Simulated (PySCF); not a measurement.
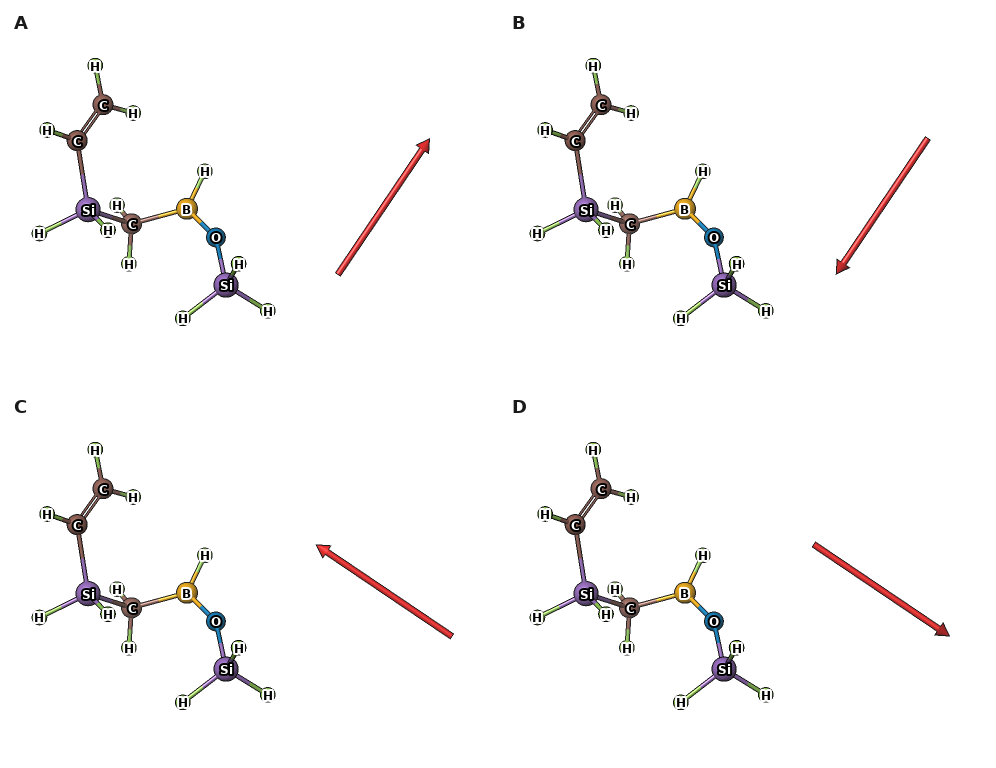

The same molecule four times, each with an arrow. Computed geometry: GFN2-xTB optimisation. No frequency run is at hand to confirm it as a minimum. Properties computed with PBE0/def2-SVPD, gas phase (PySCF 2.14.0).

Question: Which arrow points along the dipole moment, from the negative to the positive end?

Answer: B. The dipole moment is 0.46 D.

The geometry is semi-empirical. Around B, Si such bond lengths and angles can be off by a tenth of an ångström or more and by several degrees, and values that hang on the shape move with them.
